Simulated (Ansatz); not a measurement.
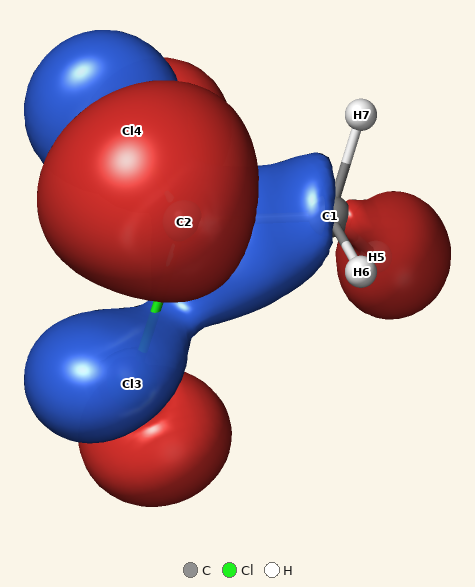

The picture shows: C$_{2}$H$_{3}$Cl$_{2}$ (SMILES C[C](Cl)Cl) (doublet). One frontier orbital at ±0.1 Å⁻³ᐟ² (blue and red are the two phases), seen at an oblique angle.

Computed with SCF PBE, Gaussian basis (Ansatz 0.2.0).

Input

```
crystal:
  periodic: [false, false, false]
  atoms:
    - { symbol: C, position_ang: [-0.6499, -0.2636, -0.0806] }
    - { symbol: C, position_ang: [0.7433, 0.2488, -0.4108] }
    - { symbol: Cl, position_ang: [1.9788, -0.7514, 0.3932] }
    - { symbol: Cl, position_ang: [0.921, 1.9428, 0.1106] }
    - { symbol: H, position_ang: [-0.8298, -0.2194, 1.0147] }
    - { symbol: H, position_ang: [-0.754, -1.3135, -0.426] }
    - { symbol: H, position_ang: [-1.4096, 0.3563, -0.6011] }
basis:
  gaussian:
    orbitals: aug-cc-pVDZ
hamiltonian:
  xc: pbe
magnetization:
  spin_polarized: true
  initial_magnetization: 1.0
output:
  orbitals: {}
```

> Which orbital is it: HOMO (β) or LUMO (β)?

The LUMO (β), at −3.99 eV. By Hirshfeld shares it lies mainly on C2 (about 55 %), Cl3 (about 15 %), Cl4 (about 15 %) and C1 (about 5 %).
